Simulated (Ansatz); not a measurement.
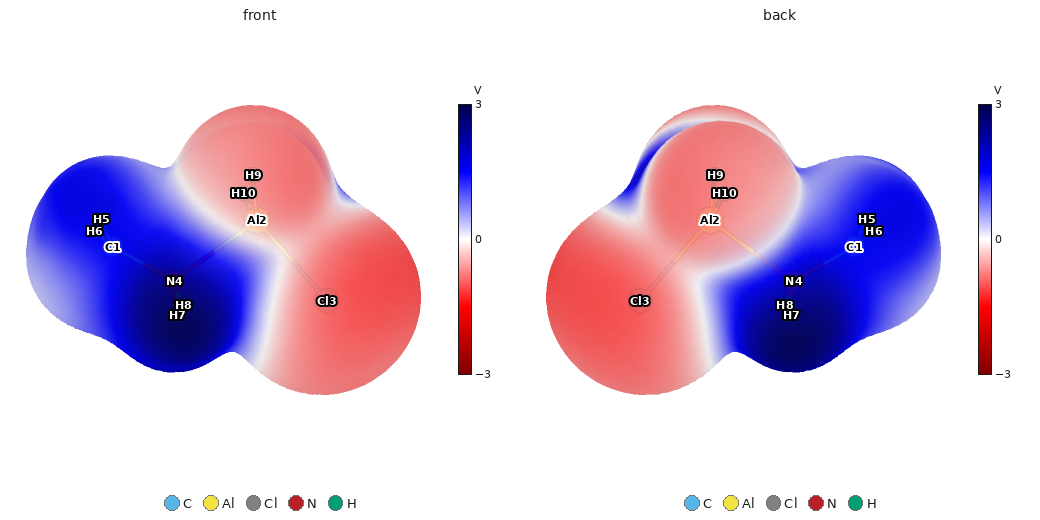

CH$_{6}$AlClN (doublet). The electrostatic potential painted on the density surface at 0.002 e/bohr³, seen from the front and from behind; red is negative and blue positive.

Geometry: B3LYP-D3(BJ)/def2-SVP.

These are results of isolated molecule in a Gaussian basis; Kohn-Sham density functional theory, functional PBE0 (Ansatz 0.2.0), not measurements.

Input

```
crystal:
  periodic: [false, false, false]
  atoms:
    - {symbol: C, position_ang: [-1.767566, 1.920702, -0.521794]}
    - {symbol: Al, position_ang: [1.182709, 1.597809, -0.127439]}
    - {symbol: Cl, position_ang: [2.052060, -0.376584, 0.024332]}
    - {symbol: N, position_ang: [-0.788072, 0.896973, -0.387068]}
    - {symbol: H, position_ang: [-2.062759, 2.436922, 0.392184]}
    - {symbol: H, position_ang: [-1.812868, 2.428680, -1.485602]}
    - {symbol: H, position_ang: [-0.741094, 0.286162, -1.208011]}
    - {symbol: H, position_ang: [-0.957517, 0.293110, 0.422830]}
    - {symbol: H, position_ang: [1.033255, 2.383869, 1.242456]}
    - {symbol: H, position_ang: [1.410358, 2.338580, -1.511837]}
basis:
  gaussian:
    orbitals: def2-TZVPD
magnetization:
  spin_polarized: true
  initial_magnetization: 1
hamiltonian:
  xc: pbe0
output: {forces: true, orbitals: {seedname: orbitals}}
```

Run with:

```sh
ansatz run input.yaml --threads 2 --pin off --max-ram 4350MiB --events-out events.jsonl --progress --plain --runs-dir runs
```

Which sites attract a positive test charge, and which a negative one?

A positive charge is drawn to the negative regions and a negative charge to the positive ones. The most negative region (about −1.1 V, or −25 kcal/mol for a unit charge) lies over Cl3, the most positive (about +2.9 V, or +67 kcal/mol for a unit charge) over H7 and H8.

How polar is the molecule by this calculation?

Its dipole moment is 4.85 D.
